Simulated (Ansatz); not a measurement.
LaH

```
CELL_PARAMETERS angstrom
5.10177 0.00000 0.00000
0.00000 5.10177 0.00000
0.00000 0.00000 5.10177
ATOMIC_POSITIONS crystal
La 0.00000 0.00000 0.00000
La 0.50000 0.50000 0.00000
La 0.50000 0.00000 0.50000
La 0.00000 0.50000 0.50000
H 0.50000 0.00000 0.00000
H 0.00000 0.50000 0.00000
H 0.00000 0.00000 0.50000
H 0.50000 0.50000 0.50000
```

Space group Fm-3m; a generated structure, not necessarily the stable one; changed on purpose from its base cell (volume × 0.91); computed pressure about 6 GPa in this cell.

Theory: Ansatz 0.2.0, DFT PBE, scalar-relativistic, plane waves, PAW.

Q: What will maps of the valence pseudo-density and electron localisation function show?

A: La–H (2.55 Å): ρ at the midpoint is about 0.28 e/Å³; the ELF climbs to about 1 towards the hydrogen.

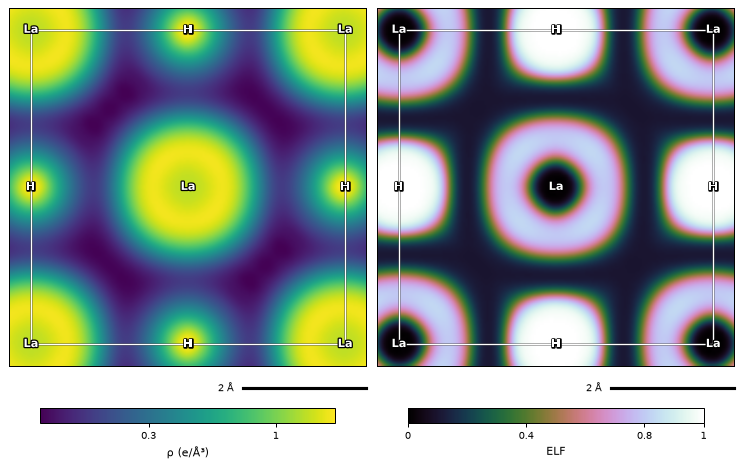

Computed valence pseudo-density and electron localisation function on the (100) plane of the conventional cell, in this order. 
